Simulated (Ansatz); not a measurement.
# HO radical: how energies converge with the basis set

Aim: see how fast density functionals and correlated methods converge with the basis set for HO radical.

Computed with Ansatz 0.2.0, Gaussian basis. Level: one geometry, several basis sets.

Levels to be run: PBE0-D4/def2-SVP; ωB97M-V/def2-SVP; PBE0-D4/def2-QZVPP; ωB97M-V/def2-QZVPP; CCSD(T)/cc-pV(D+d)Z; CCSD(T)/cc-pV(T+d)Z; CCSD(T)/cc-pV(Q+d)Z; the functionals' def2-TZVPP values are taken from earlier runs.

### Step 1. Structure used throughout

The geometry comes from an earlier relaxation with PBE0-D4/def2-TZVP; it is a stationary point.

2 atoms, charge 0, spin multiplicity 2.

Atoms are counted from 1 here; the program's logs count them from 0.

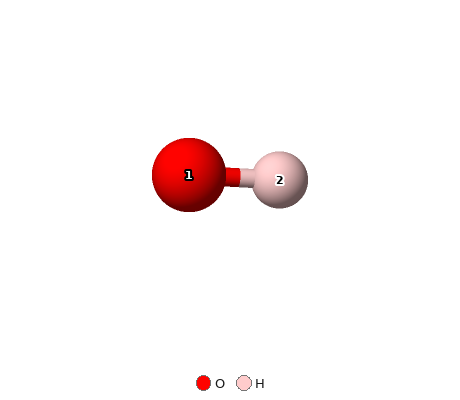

The structure; oxygen red, hydrogen pink; atoms are numbered from 1 in the order of the file.

### Step 2. PBE0-D4 in def2-SVP

in.yaml

```yaml
crystal:
  periodic: [false, false, false]
  atoms:
    - {symbol: O, position_ang: [0.415884, -0.133147, 0.214552]}
    - {symbol: H, position_ang: [-0.415884, 0.133147, -0.214552]}
basis:
  gaussian: {orbitals: def2-SVP}
magnetization: {spin_polarized: true, initial_magnetization: 1}
hamiltonian: {xc: pbe0, dispersion: d4}
output: {orbitals: {seedname: orbitals}}
```

Run with:

```bash
ansatz run in.yaml --threads 2 --pin off --events-out ev --progress --plain --max-ram 32768MiB --backend cpu
```

Output:

```text
Functional definition: PBE0
  name "PBE0"
  cite "Adamo & Barone, J. Chem. Phys. 110, 6158 (1999) doi:10.1063/1.478522"
  cite "Perdew, Burke & Ernzerhof, Phys. Rev. Lett. 77, 3865 (1996) doi:10.1103/PhysRevLett.77.3865"
  parent pbe
  parameter a = 0.25
  parameter kappa = 0.804
  parameter beta = 0.06672455060314922
  exchange = (1 - a)*pbe_x(kappa = kappa, mu = beta*pi^2/3) + a*exact_x
  correlation = pbe_c(beta = beta)
183 factors; integrals over basis functions are off by at most 1.2e-3 eV
mean field evaluation 1: about -2055.9593 eV, gradient 1.6e1 eV
mean field evaluation 2: about -2055.9469 eV, gradient 1.6e1 eV
mean field evaluation 4: about -2056.8458 eV, gradient 3.9e-1 eV
mean field evaluation 8: about -2056.8455 eV, gradient 1.0e-3 eV
mean field -2056.84552933 eV, -75.5876790227 hartree, gradient 5.5e-5 eV, S^2 0.751990; 0 other end points of the search recorded, 0 dependent functions left out
reference -2056.84553815 eV, -75.5876793472 hartree; 5, 4 occupied and 14, 15 virtual orbitals, 183 factors
Total energy: -2056.84711690 eV, -75.5877373649 hartree
```

It took 0.31 s on 2 threads of AMD EPYC 7R13, shared host.

### Step 3. ωB97M-V in def2-SVP

in.yaml: that of step 2 with these lines changed.

```diff
@@ -8,3 +8,3 @@
 magnetization: {spin_polarized: true, initial_magnetization: 1}
-hamiltonian: {xc: pbe0, dispersion: d4}
+hamiltonian: {xc: {name: wB97M-V}}
 output: {orbitals: {seedname: orbitals}}
```

Launched as before.

Output (excerpt; [...] marks lines left out):

```text
Functional definition: wB97M-V
  name "wB97M-V"
  cite "Mardirossian & Head-Gordon, J. Chem. Phys. 144, 214110 (2016) doi:10.1063/1.4952647"
  cite "Becke, J. Chem. Phys. 107, 8554 (1997) doi:10.1063/1.475007"
  cite "Vydrov & Van Voorhis, J. Chem. Phys. 133, 244103 (2010) doi:10.1063/1.3521275"
  # Of w^i u^j: cxij and so on, Table III.
[...]
  gx(w, u) = 1 - cx + cx01*u + cx10*w
  gss(w, u) = css00 + css04*u^4 + css10*w + css20*w^2 + css43*w^4*u^3
  gos(w, u) = cos00 + cos10*w + (cos20 + cos21*u)*w^2 + (cos60 + cos61*u)*w^6
[...]
      + integral(e_c_pw_mod_opposite_spin*gos(b97_w_opposite, b97_u_opposite)) + vv10(b, c)
183 factors; integrals over basis functions are off by at most 1.2e-3 eV
42 factors; integrals over basis functions are off by at most 1.1e-4 eV
[...]
mean field -2058.23520555 eV, -75.6387486819 hartree, gradient 1.8e-5 eV, S^2 0.751976; 0 other end points of the search recorded, 0 dependent functions left out
reference -2058.23521984 eV, -75.6387492070 hartree; 5, 4 occupied and 14, 15 virtual orbitals, 183 factors
Total energy: -2058.23521984 eV, -75.6387492070 hartree
```

It took 0.56 s on 2 threads of AMD EPYC 7R13, shared host.

### Step 4. PBE0-D4 in def2-QZVPP

in.yaml: that of step 3 with these lines changed.

```diff
@@ -6,5 +6,5 @@
 basis:
-  gaussian: {orbitals: def2-SVP}
+  gaussian: {orbitals: "def2-QZVPP.json"}
 magnetization: {spin_polarized: true, initial_magnetization: 1}
-hamiltonian: {xc: {name: wB97M-V}}
+hamiltonian: {xc: pbe0, dispersion: d4}
 output: {orbitals: {seedname: orbitals}}
```

Launched as before.

Output:

```text
Functional definition: PBE0
  name "PBE0"
  cite "Adamo & Barone, J. Chem. Phys. 110, 6158 (1999) doi:10.1063/1.478522"
  cite "Perdew, Burke & Ernzerhof, Phys. Rev. Lett. 77, 3865 (1996) doi:10.1103/PhysRevLett.77.3865"
  parent pbe
  parameter a = 0.25
  parameter kappa = 0.804
  parameter beta = 0.06672455060314922
  exchange = (1 - a)*pbe_x(kappa = kappa, mu = beta*pi^2/3) + a*exact_x
  correlation = pbe_c(beta = beta)
244 factors; their error is unknown
mean field evaluation 1: about -2058.5322 eV, gradient 1.9e1 eV
mean field evaluation 2: about -2058.0192 eV, gradient 2.3e1 eV
mean field evaluation 4: about -2059.6787 eV, gradient 5.4e-2 eV
mean field evaluation 8: about -2059.6790 eV, gradient 2.4e-3 eV
mean field -2059.67901845 eV, -75.6918078273 hartree, gradient 5.5e-6 eV, S^2 0.752815; 0 other end points of the search recorded, 0 dependent functions left out
reference -2059.67903198 eV, -75.6918083247 hartree; 5, 4 occupied and 82, 83 virtual orbitals, 244 factors
Total energy: -2059.68061072 eV, -75.6918663424 hartree
```

Run time: 0.46 s. Hardware: 2 threads of AMD EPYC 7R13, shared host.

### Step 5. ωB97M-V in def2-QZVPP

in.yaml: that of step 4 with these lines changed.

```diff
@@ -8,3 +8,3 @@
 magnetization: {spin_polarized: true, initial_magnetization: 1}
-hamiltonian: {xc: pbe0, dispersion: d4}
+hamiltonian: {xc: {name: wB97M-V}}
 output: {orbitals: {seedname: orbitals}}
```

Launched as before.

Output (excerpt; [...] marks lines left out):

```text
Functional definition: wB97M-V
  name "wB97M-V"
  cite "Mardirossian & Head-Gordon, J. Chem. Phys. 144, 214110 (2016) doi:10.1063/1.4952647"
  cite "Becke, J. Chem. Phys. 107, 8554 (1997) doi:10.1063/1.475007"
  cite "Vydrov & Van Voorhis, J. Chem. Phys. 133, 244103 (2010) doi:10.1063/1.3521275"
  # Of w^i u^j: cxij and so on, Table III.
[...]
  gx(w, u) = 1 - cx + cx01*u + cx10*w
  gss(w, u) = css00 + css04*u^4 + css10*w + css20*w^2 + css43*w^4*u^3
  gos(w, u) = cos00 + cos10*w + (cos20 + cos21*u)*w^2 + (cos60 + cos61*u)*w^6
[...]
      + integral(e_c_pw_mod_opposite_spin*gos(b97_w_opposite, b97_u_opposite)) + vv10(b, c)
244 factors; their error is unknown
65 factors; integrals over basis functions are off by at most 2.8e-5 eV
[...]
mean field -2061.16686294 eV, -75.7464851038 hartree, gradient 1.7e-5 eV, S^2 0.752676; 0 other end points of the search recorded, 0 dependent functions left out
reference -2061.16688352 eV, -75.7464858603 hartree; 5, 4 occupied and 82, 83 virtual orbitals, 244 factors
Total energy: -2061.16688352 eV, -75.7464858603 hartree
```

Wall time 1.1 s (2 threads of AMD EPYC 7R13, shared host).

### Step 6. Functionals by basis

The def2-TZVPP values come from earlier runs at the same geometry.

| functional | basis | functions | energy (eV) | from the largest (eV) | HOMO (eV) | LUMO (eV) |
| --- | --- | --- | --- | --- | --- | --- |
| PBE0-D4 | def2-SVP | 19 | -2056.8471 | 2.833 | -8.55 | -3.51 |
| PBE0-D4 | def2-TZVPP | 45 | -2059.5540 | 0.127 | -9.10 | -4.12 |
| PBE0-D4 | def2-QZVPP | 87 | -2059.6806 | 0.000 | -9.19 | -4.24 |
| ωB97M-V | def2-SVP | 19 | -2058.2352 | 2.932 | -11.07 | -1.06 |
| ωB97M-V | def2-TZVPP | 45 | -2061.0407 | 0.126 | -11.64 | -1.80 |
| ωB97M-V | def2-QZVPP | 87 | -2061.1669 | 0.000 | -11.74 | -1.96 |

### Step 7. CCSD(T) in cc-pV(D+d)Z

in.yaml

```yaml
crystal:
  periodic: [false, false, false]
  atoms:
    - {symbol: O, position_ang: [0.415884, -0.133147, 0.214552]}
    - {symbol: H, position_ang: [-0.415884, 0.133147, -0.214552]}
basis:
  gaussian: {orbitals: "cc-pV(D+d)Z.json"}
magnetization: {spin_polarized: true, initial_magnetization: 1}
correlation: {method: ccsd_t}
scf: {omitted_lower_state_checks: [cluster_reference]}
```

Launched as before.

Output (excerpt; [...] marks lines left out):

```text
Functional definition: HF
  name "HF"
  cite "Fock, Z. Phys. 61, 126 (1930) doi:10.1007/BF01340294"
  parent pbe
[...]
175 factors; integrals over basis functions are off by at most 1.1e-3 eV
[...]
mean field -2051.56861677 eV, -75.3937560630 hartree, gradient 8.0e-7 eV, S^2 0.754643; 2 other end points of the search recorded, 0 dependent functions left out
1 core orbitals not correlated: weight in the atoms' cores, before any rotation towards them, 1.000 or more for the frozen orbitals, at most 0.000 for the correlated occupied ones
reference -2051.56861677 eV, -75.3937560630 hartree; 4, 3 occupied and 14, 15 virtual orbitals, 175 factors
second order -4.05688835 eV of doubles, -0.00000000 eV of singles
cycle   1  -4.35330900 eV  change   -3.0e-1 eV  update   2.9e-2
[...]
cycle   9  -4.45786908 eV  change    1.0e-6 eV  update   3.4e-6
perturbative correction -0.04726619 eV, -0.0017370003 hartree
Total energy: -2056.07375203 eV, -75.5593167304 hartree
Checks for a lower state left out: cluster_reference
```

Wall time 0.41 s (2 threads of AMD EPYC 7R13, shared host).

### Step 8. CCSD(T) in cc-pV(T+d)Z

in.yaml: that of step 7 with these lines changed.

```diff
@@ -6,3 +6,3 @@
 basis:
-  gaussian: {orbitals: "cc-pV(D+d)Z.json"}
+  gaussian: {orbitals: "cc-pV(T+d)Z.json"}
 magnetization: {spin_polarized: true, initial_magnetization: 1}
@@ -10 +10,2 @@
 scf: {omitted_lower_state_checks: [cluster_reference]}
+output: {orbitals: {seedname: orbitals}}
```

Same command.

Output (excerpt; [...] marks lines left out):

```text
Functional definition: HF
  name "HF"
  cite "Fock, Z. Phys. 61, 126 (1930) doi:10.1007/BF01340294"
  parent pbe
[...]
261 factors; integrals over basis functions are off by at most 8.8e-4 eV
[...]
mean field -2052.25902596 eV, -75.4191281329 hartree, gradient 1.6e-6 eV, S^2 0.756093; 2 other end points of the search recorded, 0 dependent functions left out
1 core orbitals not correlated: weight in the atoms' cores, before any rotation towards them, 1.000 or more for the frozen orbitals, at most 0.000 for the correlated occupied ones
reference -2052.25902596 eV, -75.4191281329 hartree; 4, 3 occupied and 39, 40 virtual orbitals, 261 factors
second order -5.43544393 eV of doubles, -0.00000000 eV of singles
cycle   1  -5.68387944 eV  change   -2.5e-1 eV  update   3.2e-2
[...]
cycle   9  -5.80932304 eV  change   -9.2e-7 eV  update   6.3e-6
perturbative correction -0.13885452 eV, -0.0051028093 hartree
Total energy: -2058.20720351 eV, -75.6377196262 hartree
Checks for a lower state left out: cluster_reference
```

Run time: 0.96 s. Hardware: 2 threads of AMD EPYC 7R13, shared host.

### Step 9. CCSD(T) in cc-pV(Q+d)Z

in.yaml: that of step 8 with these lines changed.

```diff
@@ -6,3 +6,3 @@
 basis:
-  gaussian: {orbitals: "cc-pV(T+d)Z.json"}
+  gaussian: {orbitals: "cc-pV(Q+d)Z.json"}
 magnetization: {spin_polarized: true, initial_magnetization: 1}
@@ -10,2 +10 @@
 scf: {omitted_lower_state_checks: [cluster_reference]}
-output: {orbitals: {seedname: orbitals}}
```

Same command.

Output (excerpt; [...] marks lines left out):

```text
Functional definition: HF
  name "HF"
  cite "Fock, Z. Phys. 61, 126 (1930) doi:10.1007/BF01340294"
  parent pbe
[...]
512 factors; integrals over basis functions are off by at most 1.3e-3 eV
[...]
mean field -2052.43916964 eV, -75.4257482910 hartree, gradient 1.2e-6 eV, S^2 0.756723; 2 other end points of the search recorded, 0 dependent functions left out
1 core orbitals not correlated: weight in the atoms' cores, before any rotation towards them, 1.000 or more for the frozen orbitals, at most 0.000 for the correlated occupied ones
reference -2052.43916964 eV, -75.4257482910 hartree; 4, 3 occupied and 80, 81 virtual orbitals, 512 factors
second order -5.92586666 eV of doubles, -0.00000000 eV of singles
cycle   1  -6.11908841 eV  change   -1.9e-1 eV  update   3.4e-2
[...]
cycle  10  -6.25010378 eV  change   -2.8e-6 eV  update   2.6e-6
perturbative correction -0.16837074 eV, -0.0061875105 hartree
Total energy: -2058.85764415 eV, -75.6616228788 hartree
Checks for a lower state left out: cluster_reference
```

Wall time 2.9 s (2 threads of AMD EPYC 7R13, shared host); peak memory 0.36 GiB.

Energy pieces by basis (eV):

| basis | HF | MP2 correlation | CCSD correlation | (T) | total |
| --- | --- | --- | --- | --- | --- |
| cc-pV(D+d)Z | -2051.5686 | -4.0569 | -4.4579 | -0.0473 | -2056.0738 |
| cc-pV(T+d)Z | -2052.2590 | -5.4354 | -5.8093 | -0.1389 | -2058.2072 |
| cc-pV(Q+d)Z | -2052.4392 | -5.9259 | -6.2501 | -0.1684 | -2058.8576 |

### Step 10. Extrapolating to the complete basis

This step is arithmetic on the last runs, with X = 3 and 4: exp(−5.46√X) for Hartree-Fock, X^−3.05 for correlation.

| level | energy at the limit (eV) |
| --- | --- |
| HF | -2052.4934 |
| MP2 | -2058.7684 |
| CCSD | -2059.0573 |
| CCSD(T) | -2059.2467 |

| basis | HF above its limit (eV) | share of the MP2 correlation limit (%) |
| --- | --- | --- |
| cc-pV(D+d)Z | 0.925 | 64.7 |
| cc-pV(T+d)Z | 0.234 | 86.6 |
| cc-pV(Q+d)Z | 0.054 | 94.4 |

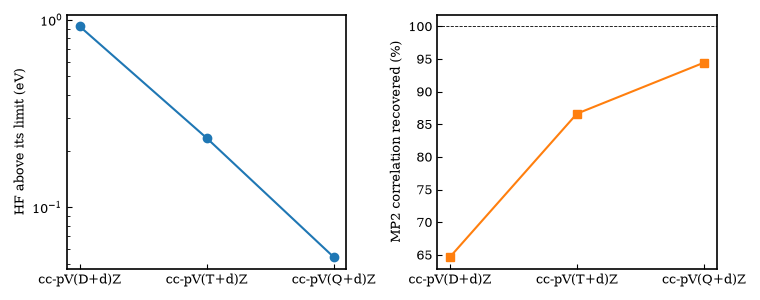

Hartree-Fock converges fast with the basis, correlation slowly.

### Step 11. What came out

```
                                                  quantity          value
                    MP2 correlation recovered, cc-pV(D+d)Z         64.7 %
                    MP2 correlation recovered, cc-pV(T+d)Z         86.6 %
                    MP2 correlation recovered, cc-pV(Q+d)Z         94.4 %
CCSD(T) limit from def2 sets (earlier runs) minus this one         -3 meV
           PBE0-D4: double and triple zeta above quadruple  2.83, 0.13 eV
           ωB97M-V: double and triple zeta above quadruple  2.93, 0.13 eV
```

**Reading.** For PBE0-D4 the step from double to triple zeta gains 2.71 eV and the next only 0.13 eV. Correlation climbs from 65 % (cc-pV(D+d)Z) to 94 % (cc-pV(Q+d)Z) of the limit; Hartree-Fock is 0.054 eV from its own by then. A limit from the def2 sets, made apart, differs by 3 meV, a least measure of the doubt on such a limit. Total energies overstate the basis error of differences, where much of it tends to cancel.
